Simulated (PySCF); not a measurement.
# SnHClOF2 (SMILES [OH][Sn]([F])([F])[Cl]) at 6 levels

We compute a comparison of 6 runs (HF/3-21G, HF/def2-SVP, PBE0/def2-SVP, B3LYP/def2-SVPD, MP2/def2-TZVP, CCSD(T)/STO-3G) of SnHClOF2. 

Program for the calculation: PySCF 2.14.0.

## Step 1: Starting point

SnHClOF2: 6 atoms, total charge 0, spin state singlet. As SMILES, `[OH][Sn]([F])([F])[Cl]`. The coordinates come from a PBE0-D4/def2-TZVP relaxation. This is one conformer, not always the lowest.

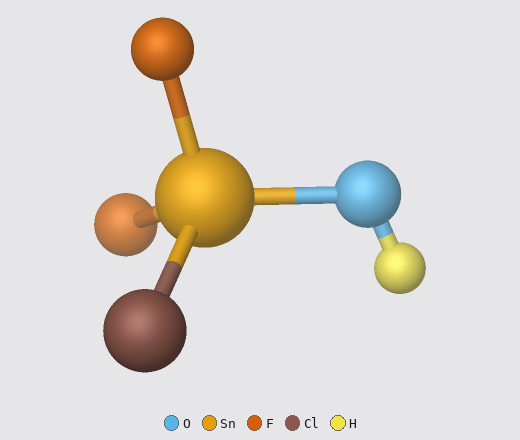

Viewed from a chosen angle; oxygen blue, tin amber, fluorine orange, chlorine brown, hydrogen yellow.

## Step 2: Energy and forces at HF/3-21G (run 1)

input.py reads:

```python
# [OH][Sn]([F])([F])[Cl]
from pyscf import gto

molecule = gto.M(
    atom='''
O     -0.464000     0.283900     1.476300
Sn     0.252400    -0.175700    -0.247500
F      1.982500    -0.856500     0.056700
F     -0.743300    -1.587100    -1.019700
Cl     0.329400     1.540600    -1.744400
H     -1.315000     0.730600     1.432500
''',
    basis='3-21g',
    verbose=4,
    charge=0,
    max_memory=1860,
    spin=0,
)

hf = molecule.RHF()
hf.conv_tol = 1e-10
hf.kernel()
if not hf.converged:
    hf = hf.newton().run(hf.mo_coeff, hf.mo_occ)

e_final = hf.e_tot
print(f'total energy: {e_final:.8f} hartree')
grad = hf.nuc_grad_method().kernel()
dip = hf.dip_moment()
pop, q = hf.mulliken_pop()
```

The run is started by

```console
$ OMP_NUM_THREADS=1 python input.py
```

Standard output:

```text
PySCF version 2.14.0

[... 62 lines left out ...]
converged SCF energy = -6726.55891538029
total energy: -6726.55891538 hartree
[... 12 lines left out ...]
Dipole moment(X, Y, Z, Debye): -2.25346,  1.34156,  0.81111
[... 41 lines left out ...]
pop of  2 F 1s            1.98444
pop of  2 F 2s            0.43975
pop of  2 F 3s            1.54435
pop of  2 F 2px           0.74161
pop of  2 F 2py           0.84575
pop of  2 F 2pz           0.86126
pop of  2 F 3px           0.97542
pop of  2 F 3py           1.06056
pop of  2 F 3pz           1.07324
pop of  3 F 1s            1.98444
pop of  3 F 2s            0.43946
pop of  3 F 3s            1.54444
pop of  3 F 2px           0.82482
pop of  3 F 2py           0.78096
pop of  3 F 2pz           0.84241
pop of  3 F 3px           1.04736
pop of  3 F 3py           1.00765
pop of  3 F 3pz           1.05958
pop of  4 Cl 1s           1.99862
pop of  4 Cl 2s           1.95959
pop of  4 Cl 3s           1.11141
pop of  4 Cl 4s           0.94288
pop of  4 Cl 2px          1.97078
pop of  4 Cl 2py          1.96697
pop of  4 Cl 2pz          1.96781
pop of  4 Cl 3px          1.06407
pop of  4 Cl 3py          0.95499
pop of  4 Cl 3pz          0.97973
pop of  4 Cl 4px          0.92839
pop of  4 Cl 4py          0.82635
pop of  4 Cl 4pz          0.84921
pop of  5 H 1s            0.41993
pop of  5 H 2s            0.17208
 ** Mulliken atomic charges  **
charge of    0O =     -0.83413
charge of    1Sn =      2.00444
charge of    2F =     -0.52638
charge of    3F =     -0.53114
charge of    4Cl =     -0.52078
charge of    5H =      0.40799
```

Run time: 6 s. Hardware: 1 thread of Intel Xeon at 2.70GHz, shared host; peak memory 0.14 GiB.

## Step 3: Energy and gradient at HF/def2-SVP (core potential) (run 2)

input.py reads:

```python
# [OH][Sn]([F])([F])[Cl]
import pyscf.grad
from pyscf import gto

mol = gto.Mole()
mol.atom = '''
O     -0.876833     0.536493     2.789803
Sn     0.476967    -0.332025    -0.467707
F      3.746382    -1.618550     0.107147
F     -1.404633    -2.999184    -1.926954
Cl     0.622476     2.911312    -3.296438
H     -2.484990     1.380634     2.707033
'''
mol.basis = 'def2-svp'
mol.unit = 'bohr'
mol.verbose = 4
mol.ecp = {'Sn': 'def2-svp'}
mol.max_memory = 1860
mol.build()

mf = mol.RHF()
mf.conv_tol = 1e-10
mf.kernel()
if not mf.converged:
    mf = mf.newton().run(mf.mo_coeff, mf.mo_occ)

e_final = mf.e_tot
print('E = %.10f Eh' % e_final)
grad = mf.Gradients().kernel()
mf.analyze()
```

The run is started by

```console
$ OMP_NUM_THREADS=1 python input.py
```

Standard output:

```text
PySCF version 2.14.0

[... 87 lines left out ...]
MO #1   energy= -104.832576719425  occ= 2
[... 8 lines left out ...]
MO #10  energy= -4.17263966824328  occ= 2
[... 8 lines left out ...]
MO #19  energy= -1.40663750871496  occ= 2
[... 8 lines left out ...]
MO #28  energy= -0.626414178278194 occ= 2
[... 8 lines left out ...]
MO #37  energy= 0.166478251872528  occ= 0
[... 8 lines left out ...]
MO #46  energy= 0.702315494571149  occ= 0
[... 8 lines left out ...]
MO #55  energy= 1.16935108559601   occ= 0
[... 8 lines left out ...]
MO #64  energy= 1.58279581095629   occ= 0
[... 8 lines left out ...]
MO #73  energy= 2.98546661616632   occ= 0
[... 8 lines left out ...]
MO #82  energy= 3.49918842508358   occ= 0
[... 8 lines left out ...]
MO #91  energy= 52.4583189717178   occ= 0
[... 61 lines left out ...]
pop of  3 F 2pz           1.95572
pop of  3 F 3px           0.01390
pop of  3 F 3py           0.01250
pop of  3 F 3pz           0.01012
pop of  3 F 3dxy          0.00179
pop of  3 F 3dyz          0.00120
pop of  3 F 3dz^2         0.00114
pop of  3 F 3dxz          0.00092
pop of  3 F 3dx2-y2       0.00163
pop of  4 Cl 1s           2.00000
pop of  4 Cl 2s           1.99996
pop of  4 Cl 3s           1.96580
pop of  4 Cl 4s           0.01005
pop of  4 Cl 2px          2.00000
pop of  4 Cl 2py          1.99998
pop of  4 Cl 2pz          1.99998
pop of  4 Cl 3px          1.97702
pop of  4 Cl 3py          1.80927
pop of  4 Cl 3pz          1.85034
pop of  4 Cl 4px          0.00286
pop of  4 Cl 4py          0.00738
pop of  4 Cl 4pz          0.00669
pop of  4 Cl 3dxy         0.00296
pop of  4 Cl 3dyz         0.01371
pop of  4 Cl 3dz^2        0.00538
pop of  4 Cl 3dxz         0.00169
pop of  4 Cl 3dx2-y2      0.00640
pop of  5 H 1s            0.64461
pop of  5 H 2s            0.01909
pop of  5 H 2px           0.00237
pop of  5 H 2py           0.00203
pop of  5 H 2pz           0.00238
 ** Mulliken atomic charges  **
charge of    0O =     -1.07109
charge of    1Sn =      3.02019
charge of    2F =     -0.80778
charge of    3F =     -0.81138
charge of    4Cl =     -0.65946
charge of    5H =      0.32952
Dipole moment(X, Y, Z, Debye): -1.99306,  2.27952,  0.20272
```

Run time: 9.3 s. Hardware: 1 thread of Intel Xeon at 2.70GHz, shared host; peak memory 0.19 GiB.

## Step 4: Energy and forces at PBE0/def2-SVP (core potential) (run 3)

input.py reads:

```python
# [OH][Sn]([F])([F])[Cl]
from pyscf import gto, dft

system = gto.M(
    atom='''
O     -0.464000     0.283900     1.476300
Sn     0.252400    -0.175700    -0.247500
F      1.982500    -0.856500     0.056700
F     -0.743300    -1.587100    -1.019700
Cl     0.329400     1.540600    -1.744400
H     -1.315000     0.730600     1.432500
''',
    ecp={'Sn': 'def2-svp'},
    max_memory=1860,
    spin=0,
    basis='def2-svp',
    verbose=4,
)

mf = dft.RKS(system)
mf.xc = 'pbe0'
mf.conv_tol = 1e-10
mf.grids.level = 5
mf.kernel()
if not mf.converged:
    mf = mf.newton().run(mf.mo_coeff, mf.mo_occ)

etot = mf.e_tot
print('Final energy', etot)
grad = mf.nuc_grad_method().kernel()
dip = mf.dip_moment()
pop, q = mf.mulliken_pop()
```

The run is started by

```console
$ OMP_NUM_THREADS=1 python input.py
```

Standard output:

```text
PySCF version 2.14.0

[... 77 lines left out ...]
converged SCF energy = -949.3272812544
Final energy -949.3272812543997
[... 13 lines left out ...]
Dipole moment(X, Y, Z, Debye): -1.84649,  1.97017,  0.37356
[... 59 lines left out ...]
pop of  3 F 2py           1.06620
pop of  3 F 2pz           1.13239
pop of  3 F 3px           0.72179
pop of  3 F 3py           0.68978
pop of  3 F 3pz           0.73535
pop of  3 F 3dxy          0.00104
pop of  3 F 3dyz          0.00081
pop of  3 F 3dz^2         0.00045
pop of  3 F 3dxz          0.00046
pop of  3 F 3dx2-y2       0.00071
pop of  4 Cl 1s           1.99942
pop of  4 Cl 2s           1.98575
pop of  4 Cl 3s           1.26648
pop of  4 Cl 4s           0.69920
pop of  4 Cl 2px          1.97857
pop of  4 Cl 2py          1.97603
pop of  4 Cl 2pz          1.97665
pop of  4 Cl 3px          0.75862
pop of  4 Cl 3py          0.67091
pop of  4 Cl 3pz          0.69278
pop of  4 Cl 4px          1.16807
pop of  4 Cl 4py          0.99745
pop of  4 Cl 4pz          1.03883
pop of  4 Cl 3dxy         0.00147
pop of  4 Cl 3dyz         0.00709
pop of  4 Cl 3dz^2        0.00220
pop of  4 Cl 3dxz         0.00122
pop of  4 Cl 3dx2-y2      0.00291
pop of  5 H 1s            0.66810
pop of  5 H 2s            0.04626
pop of  5 H 2px           0.03180
pop of  5 H 2py           0.02249
pop of  5 H 2pz           0.01695
 ** Mulliken atomic charges  **
charge of    0O =     -0.45674
charge of    1Sn =      1.28158
charge of    2F =     -0.40608
charge of    3F =     -0.40949
charge of    4Cl =     -0.22366
charge of    5H =      0.21439
```

Wall time 36 s (1 thread of Intel Xeon at 2.70GHz, shared host); peak memory 0.89 GiB.

Runs 4 to 5 aren't shown in full; the table further down has their settings and results.

## Step 5: The energy at CCSD(T)/STO-3G (run 6)

run.py reads:

```python
from pyscf import gto, cc

molecule = gto.Mole()
molecule.atom = '''
O     -0.876833     0.536493     2.789803
Sn     0.476967    -0.332025    -0.467707
F      3.746382    -1.618550     0.107147
F     -1.404633    -2.999184    -1.926954
Cl     0.622476     2.911312    -3.296438
H     -2.484990     1.380634     2.707033
'''
molecule.verbose = 4
molecule.unit = 'bohr'
molecule.basis = 'sto-3g'
molecule.max_memory = 1860
molecule.build()

myscf = molecule.RHF()
myscf.conv_tol = 1e-10
myscf.kernel()
if not myscf.converged:
    myscf = myscf.newton().run(myscf.mo_coeff, myscf.mo_occ)

mycc = cc.CCSD(myscf, frozen=26)
mycc.kernel()
e_t = mycc.ccsd_t()
e_final = mycc.e_tot + e_t
print('Final energy', e_final)
myscf.analyze()
```

The run is started by

```console
$ OMP_NUM_THREADS=1 python run.py
```

Standard output:

```text
PySCF version 2.14.0

[... 73 lines left out ...]
Init t2, MP2 energy = -6688.57156070223  E_corr(MP2) -0.0992842093419576
[... 19 lines left out ...]
Two-electron Energy =                 3251.349316881312006
[... 7 lines left out ...]
MO #4   energy= -145.474434602114  occ= 2
[... 5 lines left out ...]
MO #10  energy= -26.70159224172    occ= 2
[... 5 lines left out ...]
MO #16  energy= -18.3043271046394  occ= 2
[... 5 lines left out ...]
MO #22  energy= -7.75888147080056  occ= 2
[... 5 lines left out ...]
MO #28  energy= -1.41970678072963  occ= 2
[... 5 lines left out ...]
MO #34  energy= -0.995957533597055 occ= 2
[... 5 lines left out ...]
MO #40  energy= -0.453494808177992 occ= 2
[... 5 lines left out ...]
MO #46  energy= -0.374706412099643 occ= 2
[... 5 lines left out ...]
MO #52  energy= 0.693208348798692  occ= 0
[... 22 lines left out ...]
pop of  1 Sn 5py          0.61223
pop of  1 Sn 5pz          0.61568
pop of  1 Sn 3dxy         2.00000
pop of  1 Sn 3dyz         1.99999
pop of  1 Sn 3dz^2        1.99999
pop of  1 Sn 3dxz         2.00000
pop of  1 Sn 3dx2-y2      2.00000
pop of  1 Sn 4dxy         1.99554
pop of  1 Sn 4dyz         1.99465
pop of  1 Sn 4dz^2        1.99457
pop of  1 Sn 4dxz         1.99642
pop of  1 Sn 4dx2-y2      1.99650
pop of  2 F 1s            1.99997
pop of  2 F 2s            1.91285
pop of  2 F 2px           1.55483
pop of  2 F 2py           1.87985
pop of  2 F 2pz           1.93963
pop of  3 F 1s            1.99997
pop of  3 F 2s            1.91516
pop of  3 F 2px           1.82976
pop of  3 F 2py           1.66955
pop of  3 F 2pz           1.87936
pop of  4 Cl 1s           2.00000
pop of  4 Cl 2s           1.99988
pop of  4 Cl 3s           1.92995
pop of  4 Cl 2px          1.99998
pop of  4 Cl 2py          1.99982
pop of  4 Cl 2pz          1.99986
pop of  4 Cl 3px          1.96798
pop of  4 Cl 3py          1.71263
pop of  4 Cl 3pz          1.76680
pop of  5 H 1s            0.88211
 ** Mulliken atomic charges  **
charge of    0O =     -0.37827
charge of    1Sn =      1.21820
charge of    2F =     -0.28712
charge of    3F =     -0.29380
charge of    4Cl =     -0.37689
charge of    5H =      0.11789
Dipole moment(X, Y, Z, Debye): -1.28929, -0.43377,  1.22075
```

Wall time 1.7 s (1 thread of Intel Xeon at 2.70GHz, shared host); peak memory 0.13 GiB.

## Step 6: The series

| run | level | core potential | integration grid | energy (Eh) | dipole moment (D) of the reference | HOMO energy (eV) | LUMO energy (eV) | wall time |
| --- | --- | --- | --- | --- | --- | --- | --- | --- |
| 1 | HF/3-21G | – | – | -6726.558915 | 2.75 | -13.69 | 1.12 | 6 s |
| 2 | HF/def2-SVP (core potential) | def2-svp | – | -946.900618 | 3.03 | -13.69 | 1.14 | 9.3 s |
| 3 | PBE0/def2-SVP (core potential) | def2-svp | 5 | -949.327281 | 2.73 | -9.89 | -2.71 | 36 s |
| 4 | B3LYP/def2-SVPD (core potential) | def2-svp | 5 | -949.866442 | 2.67 | -9.93 | -3.44 | 67 s |
| 5 | MP2/def2-TZVP (core potential) | def2-svp | – | -948.675464 | 2.88 | -13.73 | 0.96 | 4.2 min |
| 6 | CCSD(T)/STO-3G | – | – | -6688.601671 | 1.83 | -9.95 | 6.98 | 1.7 s |

## Step 7: What came out

```
                                           quantity           value
                                run 6: total energy  -6688.60167 Eh
        run 6: dipole moment (Hartree–Fock density)          1.83 D
         run 6: HOMO energy (Hartree–Fock orbitals)        -9.95 eV
         run 6: LUMO energy (Hartree–Fock orbitals)         6.98 eV
       run 6: HOMO–LUMO gap (Hartree–Fock orbitals)        16.93 eV
run 6: correlation energy (26 core orbitals frozen)      -129.4 mEh
                              run 6: (T) correction       -6.60 mEh
                               run 6: T1 diagnostic           0.012
```

What this shows: Over runs 1, 2, 3, 4 the dipole moment (its size) runs from 2.67 D (B3LYP/def2-SVPD) to 3.03 D (HF/def2-SVP). The two ends differ in method and basis. Over runs 1, 2, 3, 4 the HOMO–LUMO gap runs from 6.49 eV (B3LYP/def2-SVPD) to 14.83 eV (HF/def2-SVP). Totals of different functionals can't be ranked against each other. Some runs of one species differ in core potentials or relativity; totals across that change don't compare. In run 6 the basis is minimal, so the values are rough. In runs 1, 6 relativity is left out where basis or elements ask for it. All runs together took 6.1 min, the longest 4.2 min.
